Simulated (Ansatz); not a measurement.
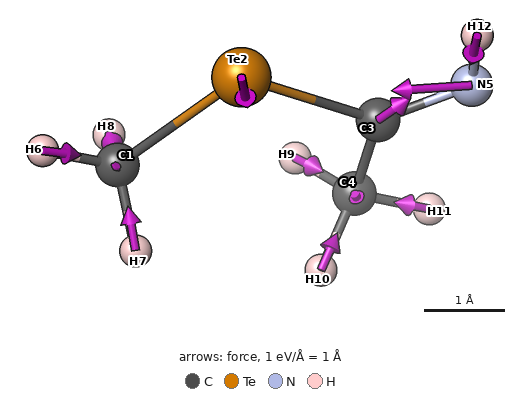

Starting geometry of C3H7NTe with the computed forces as purple arrows. The picture is a ball-and-stick view, seen from a free direction.

The start comes from PBE-D4/def2-SVP.

These are results of RKS PBE0-D4/def2-TZVP in Ansatz 0.2.0, not measurements. Set-up: force threshold 0.005 eV/Å; at most 150 steps.

> What follows when this structure is relaxed?

It isn't relaxed: the largest force vector, on N5, is 1.05 eV/Å. The final displacements follow the starting forces only in part (cosine between the two patterns 0.59). The largest moves after the best rigid fit, 0.052 Å, are those of H6 and H12. By element the largest moves are H 0.052 Å, N 0.047 Å, Te 0.036 Å, C 0.032 Å. Some distances before and after: Te2–C3 2.196 → 2.145 Å, C1–Te2 2.177 → 2.138 Å, C1–H8 1.105 → 1.087 Å, C1–H6 1.107 → 1.090 Å. Over 5 geometry steps the energy falls by 7.02 kJ/mol. Largest force component: 0.99 eV/Å at the start, 0.0046 eV/Å at the end. Cost: 2.2 min on 4 threads of AMD EPYC (shared host).
